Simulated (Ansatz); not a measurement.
The starting structures come from a database of crystals and need not be the phases stable at ambient conditions.

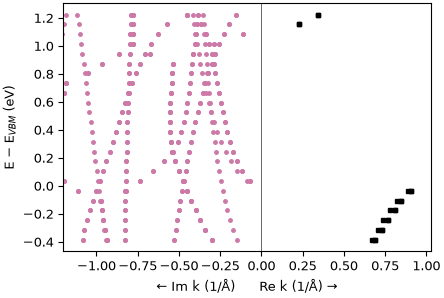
Figure: Complex bands at the centre of the two-dimensional zone; r2SCAN in Ansatz (a first-principles code)

No gap correction and no spin-orbit coupling; mid-gap values are interpolated between computed energies.

**Question.** This is VCu$_{3}$Se$_{4}$ (P-43m, not sure to be the ambient phase, 8 atoms a cell, 21.7 Å³ an atom) along the normal of (111). Read off the slowest decay at the centre of the two-dimensional zone at 0.53 eV, the computed energy nearest the middle of the gap.

**Answer.** κ ≈ 0.23 1/Å, a decay length 1/(2κ) of the density of 2.1 Å.
